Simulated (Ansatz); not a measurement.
**AlBFH$_{4}$NO···H$_{2}$: density, localisation and related maps**

```xyz
11

B     0.2212    1.0526   -0.2047
H     0.3608   -2.2799    1.8683
N     1.0315   -0.0095   -0.6479
H     0.7404   -0.6350   -1.3855
H     1.9633   -0.1708   -0.2947
F    -0.9879    1.2040   -0.7762
O     0.6051    1.9118    0.7635
Al    0.6966    3.0366    2.0344
H     0.0535    2.6437    3.4258
H     1.4699    4.3879    1.7567
H     0.4489   -1.7750    1.3029
```

Theory: Ansatz 0.2.0, RKS PBE0/def2-SVP.

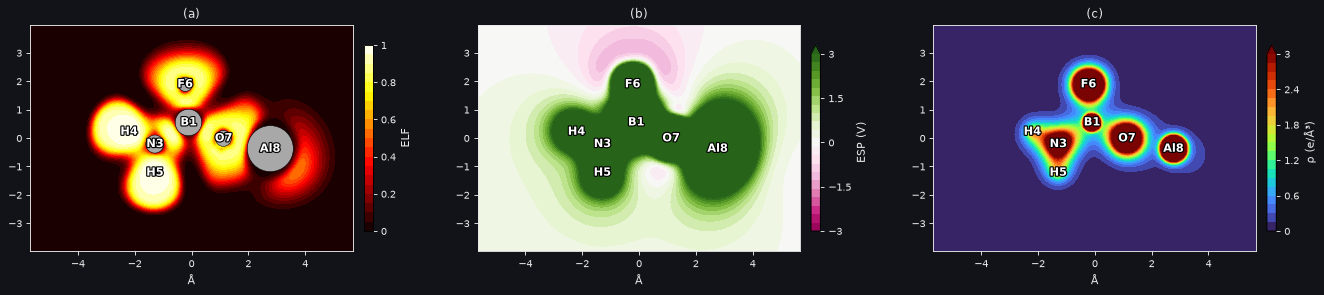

Figure 1. (a) ELF; (b) electrostatic potential; (c) electron density on the plane of atoms N3, B1 and O7. Grey discs cover the atomic cores in the ELF map.

Q: Interpret the plot.

A:
- The plane passes through B, N, H, F, O and Al nuclei.
- B–F (1.35 Å): the density is about 2.1 e/Å³ at the midpoint; the ELF peaks at about 0.85 between the atoms; a polar covalent bond.
- B–O (1.35 Å): ρ is about 2.1 e/Å³ halfway; the ELF peaks at about 0.90 between the atoms; a short, strongly polar bond.
- B–N (1.41 Å): ρ is about 1.9 e/Å³ halfway; the ELF peaks at about 0.95 between the atoms, as expected for a polar covalent bond.
- Al–O (1.70 Å): the density is about 0.79 e/Å³ at the midpoint; the ELF peaks at about 0.85 in the valence shell of O, 0.6 Å from its nucleus, and is about 0.35 at the midpoint.
- N–H (1.01 Å): ρ at the midpoint is about 2.8 e/Å³; the ELF climbs to about 1 towards the hydrogen, as it does in any bond to H: an ordinary covalent bond to hydrogen.
- The ELF also peaks beside F6, away from the bonds: lone-pair regions.
- Outside the dense part of the complex the potential is most negative (−1.3 V) near F6.

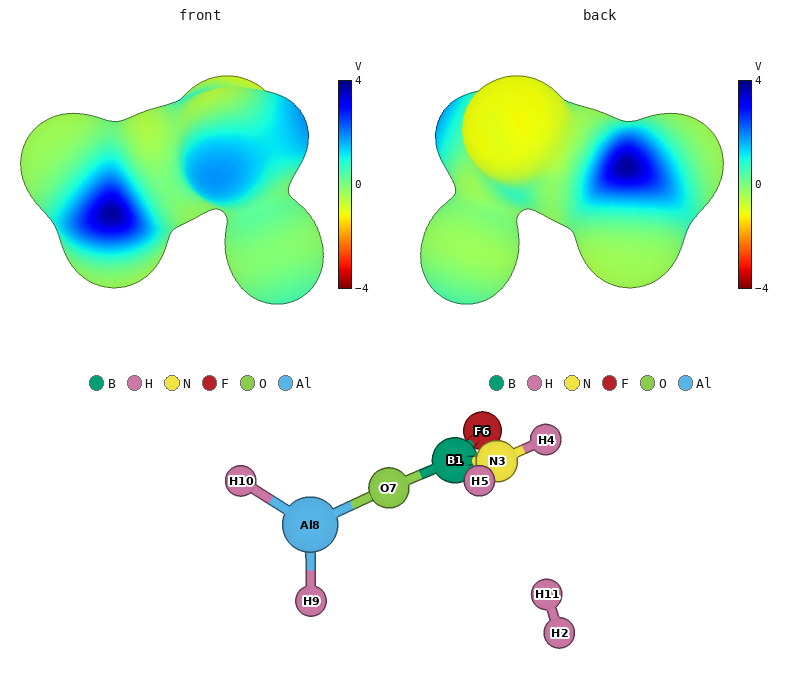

Figure 2. The molecular electrostatic potential painted on the density surface at 0.002 e/bohr³, seen from the front and from behind; red is negative and blue positive. The bare structure is drawn below in the same view.

Q: Describe the electrostatic potential map.

A: The most negative region (about −1.1 V) lies over F6, the most positive (about +3.6 V) over Al8.

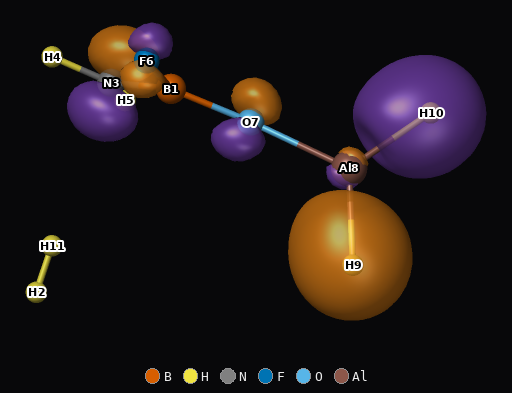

Figure 3. The HOMO−1 at ±0.15 Å⁻³ᐟ² (orange and purple are the two phases), seen at an oblique angle.

Q: What is the character of this orbital?

A: It lies mainly on Al8 (about 30 %), H9 (about 25 %), H10 (about 25 %) and N3 (about 10 %). Its energy is −8.50 eV.
